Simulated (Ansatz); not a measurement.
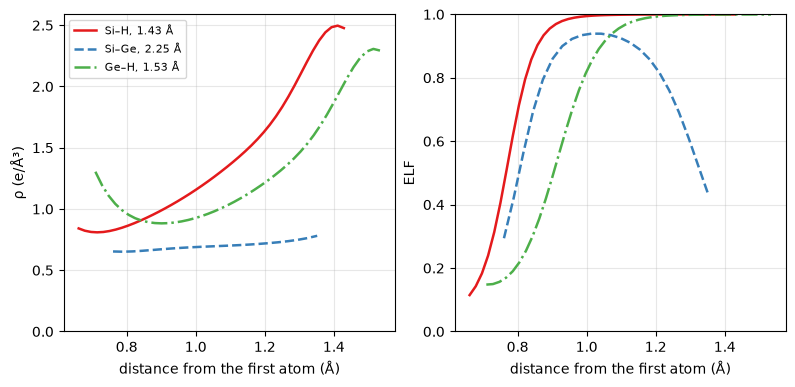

Ge₂H₈Si (SMILES [GeH3][SiH2][GeH3]). Electron density and electron localisation function along straight lines between neighbouring atoms. The curves leave out the atomic cores.

The calculation used SCF r2SCAN, Gaussian basis in Ansatz.

Input

```
crystal:
  periodic: [false, false, false]
  atoms:
    - { symbol: Ge, position_ang: [-1.2339, 1.245, -0.6024] }
    - { symbol: Si, position_ang: [-0.4323, -0.8414, -0.3181] }
    - { symbol: Ge, position_ang: [1.5391, -0.6981, 0.8207] }
    - { symbol: H, position_ang: [-2.5499, 1.2161, -1.3895] }
    - { symbol: H, position_ang: [-0.2667, 2.1325, -1.4398] }
    - { symbol: H, position_ang: [-1.5179, 1.9605, 0.7695] }
    - { symbol: H, position_ang: [-0.171, -1.4601, -1.6246] }
    - { symbol: H, position_ang: [-1.3454, -1.6304, 0.4473] }
    - { symbol: H, position_ang: [1.3276, -0.0189, 2.2551] }
    - { symbol: H, position_ang: [2.5749, 0.1604, 0.0435] }
    - { symbol: H, position_ang: [2.1408, -2.1226, 1.0589] }
basis:
  gaussian:
    orbitals: def2-SVPD
hamiltonian:
  xc: r2scan
  dispersion: d3bj
output:
  orbitals: {}
```

Run with:

```sh
python
```

> Compare the contacts.

Si–H (1.43 Å): the density is about 0.81 e/Å³ at the midpoint; the ELF climbs to about 1 towards the hydrogen, as it does in any bond to H.
Si–Ge (2.25 Å): ρ is about 0.71 e/Å³ halfway; the ELF peaks at about 0.95 between the atoms: localised, covalent bonding.
Ge–H (1.53 Å): ρ is about 1 e/Å³ halfway; the ELF climbs to about 1 towards the hydrogen.
